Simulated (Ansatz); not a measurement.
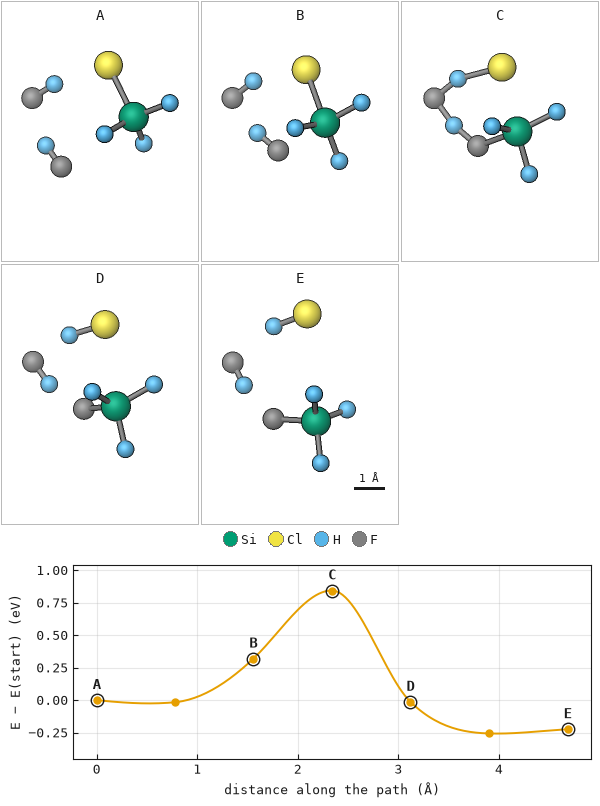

A nudged-elastic-band calculation for SiH$_{5}$ClF$_{2}$. Images are numbered from 0 (start) to 6 (end). Frames A to E are images 0, 2, 3, 4, 6. Style: ball-and-stick. Shown at a tilt.

All numbers below come from RKS PBE0-D4/def2-SVP (Ansatz 0.2.0).

The input:
```yaml
crystal:
  periodic: [false, false, false]
  atoms:
    - {symbol: Si, position_ang: [0.046195, 1.260827, -0.827881]}
    - {symbol: Cl, position_ang: [1.773643, 0.182688, -0.343755]}
    - {symbol: H, position_ang: [-0.852494, 0.354011, -1.565385]}
    - {symbol: H, position_ang: [-0.531197, 1.769229, 0.429658]}
    - {symbol: H, position_ang: [0.525013, 2.365222, -1.688880]}
    - {symbol: H, position_ang: [-0.969271, -1.454427, 1.139544]}
    - {symbol: F, position_ang: [-1.649005, -0.845113, 0.936546]}
    - {symbol: H, position_ang: [1.074867, -1.489880, 0.727817]}
    - {symbol: F, position_ang: [0.582450, -2.142557, 1.192437]}
basis:
  gaussian: {orbitals: def2-SVP}
hamiltonian: {xc: pbe0, dispersion: d4}
neb:
  images: 5
  climbing: true
  max_iterations: 40
  initial_path: idpp
  final_atoms:
    - {symbol: Si, position_ang: [-0.734110, 1.244252, -0.508992]}
    - {symbol: Cl, position_ang: [2.197846, -1.100845, -0.768642]}
    - {symbol: H, position_ang: [-0.707981, 0.526332, -1.798847]}
    - {symbol: H, position_ang: [-1.870995, 2.188934, -0.436791]}
    - {symbol: H, position_ang: [0.546304, 1.913559, -0.205142]}
    - {symbol: H, position_ang: [-0.287359, -1.253928, 1.320768]}
    - {symbol: F, position_ang: [-1.001476, 0.143707, 0.659331]}
    - {symbol: H, position_ang: [1.593070, -1.681594, 0.215559]}
    - {symbol: F, position_ang: [0.264901, -1.980416, 1.522855]}
```

Run as
```bash
ansatz run in.yaml --threads 4 --pin off --events-out ev --progress --plain --max-ram 9574MiB
```

**Describe the mechanism and the energy profile.**

The highest point, image 3, lies 0.84 eV above the start and 1.07 eV above the end; the end is at −0.22 eV relative to the start. Image 5 lies below both ends, at −0.26 eV, so an end isn't at the bottom of its valley. Breaking: 2 F–H (0.94 → 1.70–1.89 Å), Cl–Si (2.09 → 3.76 Å). Forming: Cl–H (2.11 → 1.29 Å), F–H (1.70 → 0.93 Å), F–Si (3.23 → 1.63 Å). The band converged in 14 iterations. The largest component of the band force went from 3.6 to 0.039 eV/Å. The climbing image converged on the top of the path. Its curvatures weren't checked. The largest force component is 0.23 eV/Å at the start and 0.65 eV/Å at the end; an end with forces this large is no minimum, and the barrier measured from it can be far off.

The run took 2.3 min on 4 threads of Intel Xeon @ 2.70GHz (shared host).
